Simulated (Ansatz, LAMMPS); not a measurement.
# Glassy 68SiO2-14MgO-11ZnO-7BaO (mol %) (75 atoms): geometry optimisation

How does glassy 68SiO2-14MgO-11ZnO-7BaO (mol %) (75 atoms) relax, and what do bonds, charges and levels look like afterwards?

Calculated with Ansatz 0.2.0; Kohn-Sham DFT, PBE, PAW (set soft_2), plane waves.

## 1. The structure

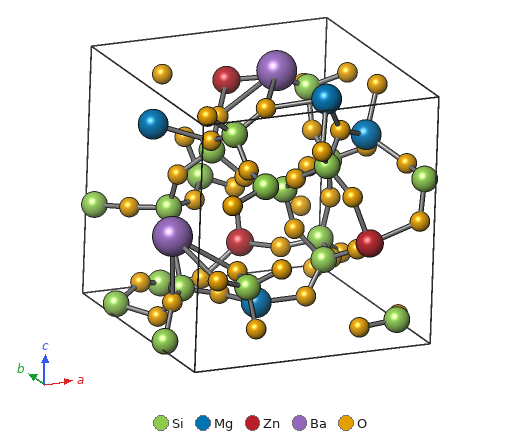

The cell as given, slightly off an axis (silicon green, magnesium blue, zinc red, barium purple, oxygen orange). Bonds to atoms that aren't drawn are left out.

The cell holds 75 atoms: 19 Si, 4 Mg, 3 Zn, 2 Ba and 47 O. Cell: a = 9.925 Å, b = 9.925 Å, c = 9.925 Å, α = 90.0°, β = 90.0°, γ = 90.0°. 75 atoms (19 Si, 4 Mg, 3 Zn, 2 Ba, 47 O) placed at random at 3.15 g/cm³, melted at 4000 K for 10 ps at fixed volume with the Morse and Coulomb pair potential with partial charges (Pedone, Malavasi, Menziani, Cormack and Segre, J. Phys. Chem. B 110, 11780 (2006)). Quenched from 4000 K to 300 K at 25 K/ps and fixed volume, held 5 ps, then minimised at fixed cell.

What the set-up can't give: The quench rate of 25 K/ps is many orders above laboratory rates, so the cell is likely richer in defects and strain than a real sample. The network of bonds at the start is that of the classical potential that made the cell. Only the Γ point is sampled, in a cell whose shortest periodic width is 10 Å. No spin–orbit coupling is included, so levels derived from the heavy atoms are approximate.

## 2. Making the structure

A classical potential makes the cell, at a small fraction of what the same run would cost in DFT.

This step: classical MD, Morse and Coulomb pair potential with partial charges (Pedone, Malavasi, Menziani, Cormack and Segre, J. Phys. Chem. B 110, 11780 (2006)) (LAMMPS 22 Jul 2025 - Update 4).

in.lmp

```
# melt-quench of Si19Mg4Zn3Ba2O47
units metal
atom_style charge
boundary p p p
region box block 0 9.9253 0 9.9253 0 9.9253
create_box 5 box
mass 1 28.0850   # Si
mass 2 24.3050   # Mg
mass 3 65.3800   # Zn
mass 4 137.3270   # Ba
mass 5 15.9990   # O
create_atoms 1 random 19 432044 NULL overlap 1.5 maxtry 2000
create_atoms 2 random 4 432051 NULL overlap 1.5 maxtry 2000
create_atoms 3 random 3 432058 NULL overlap 1.5 maxtry 2000
create_atoms 4 random 2 432065 NULL overlap 1.5 maxtry 2000
create_atoms 5 random 47 432072 NULL overlap 1.5 maxtry 2000
pair_style hybrid/overlay pedone 5.5 coul/long 8.0
pair_coeff * * coul/long
pair_coeff 1 5 pedone 0.340554 2.006700 2.100000 1   # Si-O
pair_coeff 2 5 pedone 0.038908 2.281000 2.586153 5   # Mg-O
pair_coeff 3 5 pedone 0.001221 3.150679 2.851850 1   # Zn-O
pair_coeff 4 5 pedone 0.065011 1.547596 3.393410 5   # Ba-O
pair_coeff 5 5 pedone 0.042395 1.379316 3.618701 22   # O-O
set type 1 charge 2.4
set type 2 charge 1.2
set type 3 charge 1.2
set type 4 charge 1.2
set type 5 charge -1.2
kspace_style pppm 1.0e-4
neigh_modify delay 0 every 1 check yes
thermo_style custom step time temp pe press density
thermo_modify norm yes
timestep 0.002
thermo 100
# [... 18 lines left out ...]
thermo 1250
fix md all nvt temp 300 300 0.2
run 2500 post no
unfix md
thermo 100
min_style cg
minimize 0 1e-3 2000 20000
write_dump all custom glass.dump id type xs ys zs modify sort id
```

Started as:

```bash
$ lmp -in in.lmp -log none -nocite
```

Numbers of over 12 decimals in the logs are rounded to 6 here.

Log:

```text
LAMMPS (22 Jul 2025 - Update 4)
Created orthogonal box = (0 0 0) to (9.9253 9.9253 9.9253)
Created 19 atoms
Created 4 atoms
Created 3 atoms
Created 2 atoms
Created 47 atoms
PPPM initialization ...
  G vector (1/distance) = 0.39088648
  grid = 12 12 12
  estimated relative force accuracy = 3.9713653e-05
   Step          Time           Temp          PotEng         Press         Density
         0   0              0             -1.7238147      739014.5       3.1479653
        95   0.19           0             -15.254515      29250.26       3.1479653
Loop time of 0.0519591 s on 1 MPI rank(s) for 95 steps with 75 atoms
Minimization stats:
[... 36 lines left out ...]
     81250   162.5          290.68822     -15.350152     -5554.6839      3.1479653
     82500   165            324.25936     -15.349311     -13242.586      3.1479653
Loop time of 0.787172 s on 1 MPI rank(s) for 2500 steps with 75 atoms
   Step          Time           Temp          PotEng         Press         Density
     82500   165            324.25936     -15.349311     -13242.586      3.1479653
     82522   165.044        324.25936     -15.386535     -9351.9642      3.1479653
Loop time of 0.0285494 s on 1 MPI rank(s) for 22 steps with 75 atoms
Minimization stats:
  Stopping criterion = linesearch alpha is zero
  Energy initial, next-to-last, final =
     -15.3493107860292  -15.3865346471798  -15.3865346471798
  Force two-norm initial, final = 11.52601 0.24504959
  Iterations, force evaluations = 22 75
```

The job ended after 28 s (1 thread of Arm Neoverse V2, shared host; peak memory 0.07 GiB).

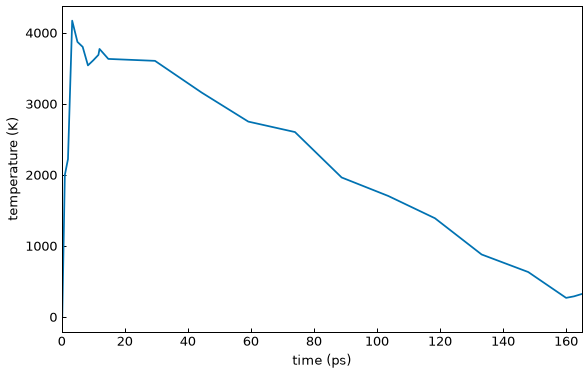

Temperature against time.

## 3. Single point at the start

The forces at the start show how far the geometry lies from a minimum of this functional.

input.yaml

```yaml
crystal:
  lattice:
    - [9.9253, 0.0, 0.0]
    - [0.0, 9.9253, 0.0]
    - [0.0, 0.0, 9.9253]
  atoms:
    - { symbol: Si, position: [0.82807, 0.63763, 0.24204] }
    - { symbol: Si, position: [0.02529, 0.97637, 0.36351] }
    - { symbol: Si, position: [0.30379, 0.94648, 0.02258] }
    - { symbol: Si, position: [0.33464, 0.60195, 0.66813] }
    - { symbol: Si, position: [0.56746, 0.43565, 0.53569] }
    - { symbol: Si, position: [0.03319, 0.77342, 0.02608] }
    - { symbol: Si, position: [0.61995, 0.17525, 0.70877] }
    - { symbol: Si, position: [0.45119, 0.93424, 0.44166] }
    - { symbol: Si, position: [0.84388, 0.82534, 0.79335] }
    - { symbol: Si, position: [0.29164, 0.03336, 0.70764] }
    - { symbol: Si, position: [0.70375, 0.34819, 0.2638] }
    - { symbol: Si, position: [0.2196, 0.7247, 0.40939] }
    - { symbol: Si, position: [0.8395, 0.6113, 0.56586] }
    - { symbol: Si, position: [0.29066, 0.31911, 0.82694] }
    - { symbol: Si, position: [0.98039, 0.05836, 0.65114] }
    - { symbol: Si, position: [0.27979, 0.13726, 0.26869] }
    - { symbol: Si, position: [0.19817, 0.5457, 0.14301] }
    - { symbol: Si, position: [0.02629, 0.32266, 0.01908] }
    - { symbol: Si, position: [0.874, 0.04045, 0.09957] }
    - { symbol: Mg, position: [0.41992, 0.34332, 0.12384] }
    - { symbol: Mg, position: [0.87012, 0.35676, 0.7476] }
    - { symbol: Mg, position: [0.05836, 0.55756, 0.81961] }
    - { symbol: Mg, position: [0.60995, 0.18095, 0.9786] }
    - { symbol: Zn, position: [0.60795, 0.88577, 0.1725] }
    - { symbol: Zn, position: [0.75423, 0.05542, 0.41736] }
    - { symbol: Zn, position: [0.51742, 0.86987, 0.84507] }
    - { symbol: Ba, position: [0.58496, 0.57306, 0.97064] }
    - { symbol: Ba, position: [0.06071, 0.35931, 0.42844] }
    - { symbol: O, position: [0.13872, 0.6227, 0.01033] }
    - { symbol: O, position: [0.69654, 0.1007, 0.59641] }
    - { symbol: O, position: [0.7158, 0.04109, 0.08642] }
    - { symbol: O, position: [0.89804, 0.97174, 0.75551] }
    - { symbol: O, position: [0.71176, 0.25917, 0.81536] }
    - { symbol: O, position: [0.13981, 0.0063, 0.65632] }
    - { symbol: O, position: [0.39657, 0.96939, 0.59664] }
    - { symbol: O, position: [0.42052, 0.31872, 0.91835] }
    - { symbol: O, position: [0.29725, 0.08491, 0.11362] }
    - { symbol: O, position: [0.70542, 0.51574, 0.58696] }
    - { symbol: O, position: [0.9669, 0.73604, 0.86678] }
    - { symbol: O, position: [0.26584, 0.47248, 0.75603] }
    - { symbol: O, position: [0.86232, 0.63474, 0.40596] }
    - { symbol: O, position: [0.60214, 0.40501, 0.382] }
    - { symbol: O, position: [0.30803, 0.28882, 0.28044] }
    - { symbol: O, position: [0.83046, 0.7468, 0.64625] }
    - { symbol: O, position: [0.29382, 0.97412, 0.86132] }
    - { symbol: O, position: [0.13199, 0.09495, 0.32412] }
    - { symbol: O, position: [0.40684, 0.70366, 0.76457] }
    - { symbol: O, position: [0.17601, 0.8593, 0.06875] }
    - { symbol: O, position: [0.54538, 0.07158, 0.80848] }
    - { symbol: O, position: [0.44794, 0.88094, 0.04696] }
    - { symbol: O, position: [0.79927, 0.47548, 0.21885] }
    - { symbol: O, position: [0.19075, 0.61266, 0.2948] }
    - { symbol: O, position: [0.59886, 0.93047, 0.38278] }
    - { symbol: O, position: [0.79103, 0.23594, 0.33174] }
    - { symbol: O, position: [0.94603, 0.0163, 0.4965] }
    - { symbol: O, position: [0.61348, 0.30762, 0.13903] }
    - { symbol: O, position: [0.36444, 0.79919, 0.40011] }
    - { symbol: O, position: [0.94112, 0.41914, 0.92376] }
    - { symbol: O, position: [0.34932, 0.52234, 0.11106] }
    - { symbol: O, position: [0.95337, 0.51951, 0.63796] }
    - { symbol: O, position: [0.9499, 0.18567, 0.06498] }
    - { symbol: O, position: [0.70356, 0.80365, 0.8618] }
    - { symbol: O, position: [0.09479, 0.41019, 0.14185] }
    - { symbol: O, position: [0.22184, 0.66198, 0.56307] }
    - { symbol: O, position: [0.15994, 0.29471, 0.92332] }
    - { symbol: O, position: [0.10894, 0.84217, 0.3863] }
    - { symbol: O, position: [0.91024, 0.98568, 0.25285] }
    - { symbol: O, position: [0.44317, 0.53019, 0.57047] }
    - { symbol: O, position: [0.94776, 0.69824, 0.15105] }
    - { symbol: O, position: [0.29598, 0.19763, 0.72025] }
    - { symbol: O, position: [0.94147, 0.92155, 0.01773] }
    - { symbol: O, position: [0.97875, 0.21509, 0.66418] }
    - { symbol: O, position: [0.54899, 0.30163, 0.62434] }
    - { symbol: O, position: [0.38181, 0.05316, 0.35577] }
    - { symbol: O, position: [0.69723, 0.71311, 0.19821] }
kpoints:
  mp_grid: { grid: [1, 1, 1] }
hamiltonian:
  xc: pbe
scf:
  occupations: { method: fixed }
output:
  forces: true
  stress: true
  populations: true
  dos:
    method: { smearing: { sigma: 0.15 } }
    de: 0.1
    projected: { site_lists: { Ba: [Ba], Mg: [Mg], O: [O], Si: [Si], Zn: [Zn] } }
  eigenvalues: true
```

Started as:

```bash
$ ansatz run input.yaml --threads 4 --pin off --max-ram 8192MiB --backend cpu --events-out ev --progress --plain --runs-dir out
```

Log:

```text
Engine: ansatz 0.2.0, aarch64-unknown-linux-gnu
Pseudopotentials: kind: paw
Pseudopotential: Si, paw, valence charge 4, recommended cutoff 420 eV (normal), Si.paw.azcp
Pseudopotential: Mg, paw, valence charge 10, recommended cutoff 420 eV (normal), Mg.paw.azcp
Pseudopotential: Zn, paw, valence charge 12, recommended cutoff 420 eV (normal), Zn.paw.azcp
Pseudopotential: Ba, paw, valence charge 10, recommended cutoff 420 eV (normal), Ba.paw.azcp
Pseudopotential: O, paw, valence charge 6, recommended cutoff 420 eV (normal), O.paw.azcp
[... 5 lines on functional and potentials left out ...]
Crystal: 75 atoms, lattice volume = 977.757 Å³
Basis set: ecut = 420 eV, 19213 PW (Γ), exchange–correlation on 144×144×144 points (8 copies of the dense FFT grid, shifted against one another)
Bands: 302, of which v1, the nominal top of the filled ones, is band 227 counted from 1 (226 counted from 0)
Symmetry: 1 space group operations
Space group: P1 (ITA 1), of the structure as read, at distance tolerance 9.9e-5 Å
k-points: 1
[... 11 lines on functional and potentials left out ...]
Initial density: superposition of atomic densities (neutral atoms: chi_scale 0, normalization atom), corrected by the library's trained network
Initial wavefunctions: pseudopotential atomic-orbital guess
Functional: x = pbe(κ = 0.804, μ = 0.219515), c = pbe(β = 0.066725)
SCF iter   1: F=—  HF=-68377.112004 eV  |F-HF|=—  |Δ(HF+E_count)|=         —  Δρ=2.10e-3  dr2=5.41e-2  ethr=1.77e-3  ⟨swp⟩=4.0  Hψ=1148  notcnv=0  defer=73
preconditioner: auto → Resta (q_TF=auto, 2.401 Å⁻¹)  ε∞=3.5  [insulator: Δε(μ)=3.143 eV  Ē_g=15.338 eV  n_scr=250 (ndim 8)  ℏωp=24.3 eV  f_vac=0.112  ε∞_Penn≈3.5]
SCF iter   2: F=—  HF=-68377.114434 eV  |F-HF|=—  |Δ(HF+E_count)|=   2.43e-3  Δρ=1.12e-3  dr2=1.31e-2  ethr=1.19e-5  ⟨swp⟩=3.0  Hψ=574  notcnv=0  defer=73
SCF iter   3: F=—  HF=-68377.116283 eV  |F-HF|=—  |Δ(HF+E_count)|=   1.85e-3  Δρ=4.72e-4  dr2=3.39e-3  ethr=2.89e-6  ⟨swp⟩=2.0  Hψ=404  notcnv=0  defer=73
SCF iter   4: F=—  HF=-68377.116216 eV  |F-HF|=—  |Δ(HF+E_count)|=   6.71e-5  Δρ=1.48e-4  dr2=2.69e-4  ethr=7.47e-7  ⟨swp⟩=2.0  Hψ=404  notcnv=0  defer=73
SCF iter   5: F=—  HF=-68377.116224 eV  |F-HF|=—  |Δ(HF+E_count)|=   7.79e-6  Δρ=1.01e-4  dr2=7.75e-5  ethr=5.93e-8  ⟨swp⟩=2.0  Hψ=458  notcnv=0  defer=73
SCF iter   6: F=—  HF=-68377.117040 eV  |F-HF|=—  |Δ(HF+E_count)|=   8.17e-4  Δρ=3.08e-5  dr2=8.04e-6  ethr=1.71e-8  ⟨swp⟩=2.0  Hψ=515  notcnv=0  defer=72
SCF iter   7: F=—  HF=-68377.117043 eV  |F-HF|=—  |Δ(HF+E_count)|=   2.71e-6  Δρ=1.43e-5  dr2=1.86e-6  ethr=1.77e-9  ⟨swp⟩=2.0  Hψ=458  notcnv=0  defer=72
SCF iter   8: F=—  HF=-68377.117044 eV  |F-HF|=—  |Δ(HF+E_count)|=   9.31e-7  Δρ=6.05e-6  dr2=3.40e-7  ethr=4.10e-10  ⟨swp⟩=2.0  Hψ=412  notcnv=0  defer=72
SCF iter   9: F=-68377.117044 eV  HF=-68377.117044 eV  |F-HF|=3.53e-8  |Δ(HF+E_count)|=   2.78e-7  Δρ=2.00e-6  dr2=3.97e-8  ethr=2.20e-11  ⟨swp⟩=19.0  Hψ=2227  notcnv=0
SCF 1 converged in 9 iterations: F = -68377.117044 eV  dr2 = 3.97e-8
  greatest PAW one-centre occupation: 1.000 electrons in one spin orbital (limit 2), on the Mg atom at site 19 (counted from 0), in its partial waves of l = 0
SCF converged after 9 iterations
Free energy (F): -68377.117044 eV
Harris-Foulkes:  -68377.117044 eV  (|F-HF|=3.53e-8)
Internal energy: -68377.117044 eV  (E = F + TS)
E sigma→0 (E₀):  -68377.117044 eV
Fermi energy:    5.096162 eV
--- Per-component energies (eV) ---
  E_band       = -2630.097470
  E_kinetic    = 10283.325442
  E_local      = -37316.946347  (includes V_loc(G=0)·N_el)
  E_nonlocal   = 5076.960435
  E_hartree    = 14225.617600
  E_xc         = -5417.967750
  E_vxc        = -5941.405684  (∫ρ·V_xc dr)
  E_paw        = -34341.316075  (= ΣΔE_a)
  E_vpaw       = -3183.382446  (= ΣTr[D̂ρ^β])
  E_aug_tail   = 0.119011  (compensation charges beyond the density's cutoff)
  E_ewald      = -20886.909360
  E_smearing   = -0.000000  (= −TS)
  E_closure    = 0.000000  (closes the sum)
  Σ components = -68377.117044   (vs F -68377.117044, Δ=0.00e0)
--- Forces (eV/Å), atoms counted from 1 ---
  atom   1  Si     0.14921439    -0.64405501     0.57798964
  atom   2  Si     2.18126131     0.31712581    -0.71263995
  atom   3  Si    -1.37227041     0.72871139     0.42922182
  atom   4  Si     1.10398680    -0.72491837    -0.40382349
  atom   5  Si     1.50061840    -0.77447656     0.71223786
  atom   6  Si     0.13081367     0.31256025     0.27881840
  atom   7  Si     0.36428059     1.01762228    -0.67265017
  atom   8  Si    -2.53005433     0.57441562     0.34087012
  atom   9  Si     0.73888242    -0.78308386    -0.97615223
  atom  10  Si    -0.43640683     0.79814155    -0.18522617
  atom  11  Si     0.11962185     0.88186201     1.82860313
  atom  12  Si     0.99722944     1.19000023     0.27703224
  atom  13  Si    -1.06078080    -1.03053925    -0.28295519
  atom  14  Si    -0.53666558    -0.24009801     0.54180764
[...]
atom  74  O      0.90150996    -0.15651786     0.49754816
  atom  75  O     -2.32893432     0.97698390    -0.87067163
  max |Σ_I F_I| component: 5.02e-5 eV/Å
--- Stress (GPa, compression-positive) ---
        5.351198      -2.574082       0.092252
       -2.574083       3.679385       1.364919
        0.092249       1.364919       2.421133
  P = ⅓ Tr σ = 3.8172 GPa (38.172 kbar)
--- Band table (eV) ---
  k-point 0: bands = ["-69.7788", "-68.9533", "-68.5592", "-68.5577", [... 286 levels ...], "13.9154", "13.9333", "13.9616", "14.0121", "14.0415", "14.0754", "14.1280", "14.1629", "14.2101", "14.2176", "14.2847", "14.3441"]
--- Löwdin populations: 75 sites ---
  site symbol       q [e]
     0     Si      2.2912
     1     Si      2.2305
     2     Si      2.2763
[...]
74      O      7.0103
  spilling = 0.011993 (of n_electrons = 454.000000)
```

Wall time 11 s (4 threads of Arm Neoverse V2, shared host); peak memory 1.3 GiB.

In the SCF lines HF is the Harris–Foulkes energy and dr2 the Hartree energy of the density residual, in eV; the loop may stop once dr2 is under the threshold and the program's other checks hold. Hψ counts applications of the Hamiltonian.

Numbers from this run:

- free energy: -68377.1170 eV
- free energy per atom: -911.6949 eV/atom
- SCF cycles: 9
- pressure: 3.817 GPa
- r.m.s. force component: 0.9219 eV/Å
- longest force: 2.881 eV/Å
- Fermi energy: 5.096 eV
- gap (highest filled to lowest empty level): 2.995 eV
- spilling of the projection: 0.01199

The r.m.s. force component of 0.92 eV/Å and the pressure of 3.8 GPa set the starting point.

Neighbours are counted within 2.16 Å (O-Si), 2.62 Å (O-Mg), 2.33 Å (O-Zn), 3.29 Å (O-Ba).

Length of the force by element and coordination:

```tsv
element	coordination	atoms	mean length of the force (eV/Å)	spread	least	most
Ba	all	2	0.333	0.114	0.219	0.446
Ba	6	1	0.219	0	0.219	0.219
Ba	7	1	0.446	0	0.446	0.446
Mg	all	4	0.988	0.241	0.617	1.28
Mg	4	2	1.18	0.101	1.08	1.28
Mg	5	2	0.796	0.179	0.617	0.975
O	all	47	1.54	0.651	0.387	2.88
O	2	24	1.10	0.480	0.387	2.88
O	3	20	1.93	0.447	1.00	2.67
O	4	3	2.43	0.396	1.87	2.73
Si	all	19	1.56	0.545	0.439	2.62
Si	4	18	1.62	0.489	0.799	2.62
Si	5	1	0.439	0	0.439	0.439
Zn	all	3	1.05	0.483	0.480	1.66
```

(Part 1 of 3 ends here.)

[Logs are printed without paths, hosts, clocks, repeated set-up lines and the standing remarks that a program may print on its own settings, such as how far it seeks lower states.]

[Hosts, paths, dates, database ids (printed as entryN), source tags and the programs' standing remarks are cut or masked in the printed files.]
